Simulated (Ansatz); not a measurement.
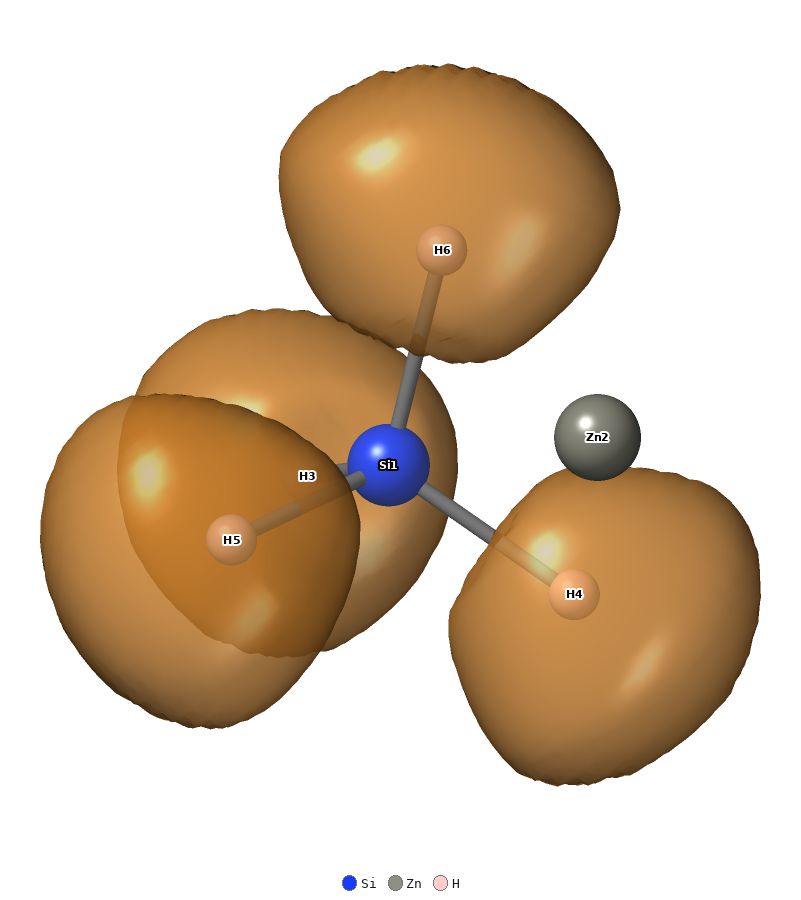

Figure 1: H4SiZn. Isosurface of the electron localisation function at 0.9 (orange), seen at an oblique angle. Core shells and regions of very low density are left out.

Geometry: PBE0-D4/def2-TZVP; at this geometry the atoms fall into two loosely joined parts.

Level of theory: RKS PBE0-D4/def2-TZVPP in Ansatz 0.2.0.

Input

```
crystal:
  periodic: [false, false, false]
  atoms:
    - {symbol: Si, position_ang: [0.113852, -0.527980, -0.359430]}
    - {symbol: Zn, position_ang: [-0.527203, 2.576109, 1.750992]}
    - {symbol: H, position_ang: [0.363629, -1.739134, -1.183868]}
    - {symbol: H, position_ang: [-1.306872, -0.506742, 0.071920]}
    - {symbol: H, position_ang: [0.405119, 0.686606, -1.162495]}
    - {symbol: H, position_ang: [0.993574, -0.552858, 0.836581]}
basis:
  gaussian: {orbitals: def2-TZVPP}
hamiltonian: {xc: pbe0, dispersion: d4}
output: {orbitals: {seedname: orbitals}}
```

Launched as:

```sh
ansatz run in.yaml --threads 2 --pin off --events-out ev --progress --plain --max-ram 4352MiB
```

What do the ELF domains correspond to?

At this value the surface marks out four regions around hydrogen nuclei.

Values along the shortest contacts:
Zn2···Si1 (3.81 Å): the ELF dips to about 0.05 between them. Zn2···H5 (3.60 Å): the ELF dips to about 0 between them: a non-bonded, intermolecular contact.
